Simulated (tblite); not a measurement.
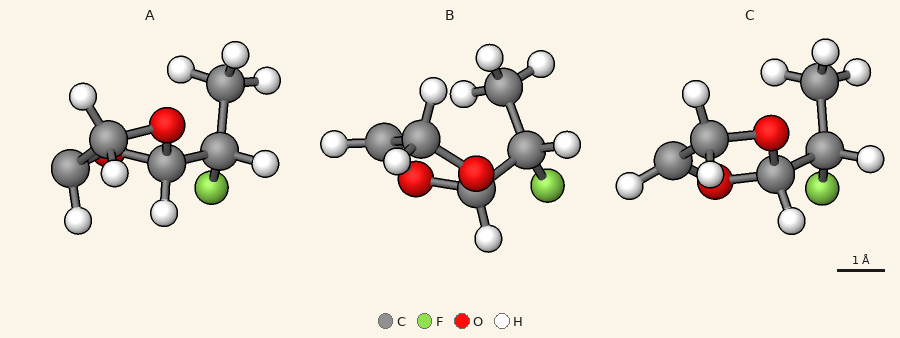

3 geometries from one relaxation of C5H8FO2 (multiplicity 2), in shuffled order. The picture is a ball-and-stick view, seen from a free direction.

Level of theory: tblite 0.8.0, GFN2-xTB geometry optimisation, gas phase. 

Put them in the order of the run, from the start to the converged end.

Answer. A, C, B. They are steps 0, 28, 117, at +34.0 kcal/mol, +2.92 kcal/mol relative to the last. The largest move after the best rigid fit is that of an H atom, 1.91 Å. By element the largest moves are H 1.91 Å, O 1.07 Å, F 0.80 Å, C 0.66 Å. Among the contacts that change: C–C 1.495 → 1.553 Å, C–H 1.126 → 1.072 Å, C–O 1.417 → 1.369 Å, C–C 1.534 → 1.490 Å. Bond angles that change, for instance: C–C–H 106.7° → 125.5°, O–C–H 103.6° → 115.2°, O–C–C 98.6° → 108.7°. Groups turn about C–C by about 30°. After 117 geometry steps the energy has fallen by 34.0 kcal/mol. The run took 0.69 s on 1 thread of Arm Neoverse V1, with other jobs on the host.
